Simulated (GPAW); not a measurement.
Consider CsGeCl3 (R3m).

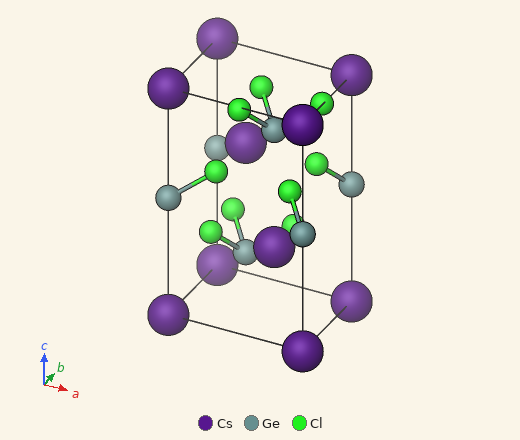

The structure (caesium purple, germanium teal, chlorine green). Bonds to atoms that aren't drawn are left out. Some periodic images of atoms are drawn too.

```xyz
5
Lattice="3.8468 2.2210 3.1783 -3.8468 2.2210 3.1783 0.0000 -4.4419 3.1783" Properties=species:S:1:pos:R:3 pbc="T T T"
Cs    0.0000    0.0000    9.5197
Ge    0.0000    0.0000    4.9156
Cl    1.7385    1.0037    6.1725
Cl   -1.7385    1.0037    6.1725
Cl    0.0000   -2.0074    6.1725
```

Absorber: atom 3, with 1 Ge at 2.37 Å (terminal, site symmetry m). Method: GPAW, LDA, full core hole (charged cell), 10-atom cell with 7.7 Å between holes, 3×3×3 k points, dipole transitions, Gaussian full width 0.9 eV up to 4 eV, rising linearly to 3.5 eV at 25 eV.

Q: Where do the maxima of the Cl K edge fall?

Main maxima up to 24 eV above the zero (height): 0.9 eV (1.32), 3.0 eV (1.57), 6.2 eV (1.08), 11.6 eV (1.02), 14.9 eV (1.48) and 20.6 eV (1.22). A K edge sees empty p states on the absorber. The total-energy difference plus the lowest empty eigenvalue puts the zero at 2825.73 eV. One term is added: -17.80 eV, since the hole is spin-paired here and a spin-polarised one costs that much less in the free atom (computed apart). The photon energy is then 2807.93 eV. The functional and the charged cell's background leave an error in such absolute values: in the free atom LDA prices this hole 9.7 eV below PBE (computed apart), and PBE is itself good to a few eV.

The Cl K spectrum (energy from the lowest empty level; intensity scaled to a mean of 1 over the first 20 eV; polarised curves are means over the symmetry-equivalent atoms):

```csv
E (eV),isotropic,ε ⊥ c,ε ∥ c
-2.0,0.00,0.00,0.00
-0.5,0.02,0.02,0.02
1.0,1.31,1.41,1.12
2.5,1.36,1.33,1.42
4.0,1.12,1.17,1.02
5.5,1.00,1.00,0.99
7.0,0.82,0.84,0.78
8.5,0.46,0.45,0.48
10.0,0.69,0.71,0.67
11.5,1.02,1.05,0.97
13.0,1.01,0.98,1.08
14.5,1.45,1.37,1.60
16.0,1.23,1.21,1.27
17.5,0.91,0.92,0.87
19.0,1.03,1.06,0.97
20.5,1.22,1.25,1.15
22.0,1.06,1.08,1.04
23.5,0.97,0.97,0.97
25.0,1.06,1.04,1.08
26.5,1.14,1.11,1.20
28.0,1.19,1.14,1.27
29.5,1.10,1.07,1.16
31.0,0.96,0.94,1.00
```

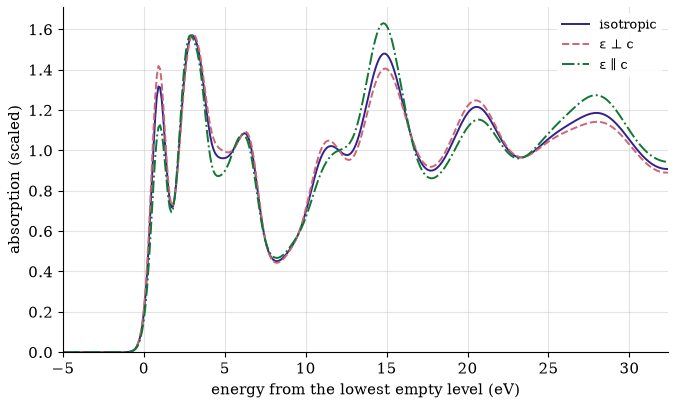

The Cl K edge.

The mesh is coarse (0.33 Å⁻¹ between points), so small maxima may be mesh ripples. Lifetime broadening is put in by hand, and intensities beyond about 20 eV depend on it and on the partial waves. The structure is a computed Materials Project entry and may be a hypothetical form.

[Banner, clock and machine lines of the logs are left out without a mark of their own.]

[Logs are printed without paths, hosts, clocks, repeated set-up lines and the standing remarks that a program may print on its own settings, such as how far it seeks lower states.]

[Hosts, paths, dates, database ids (printed as entryN), source tags and the programs' standing remarks are cut or masked in the printed files.]

[Lists of maxima count a maximum above −3 eV only where it reaches 4 % of the highest in the window and stands out from its surroundings by 2 % of it (1.5 % where it reaches 55 %); shoulders and weaker maxima are passed over, and of the rest the first, up to two pre-edge ones and the few strongest are named.]
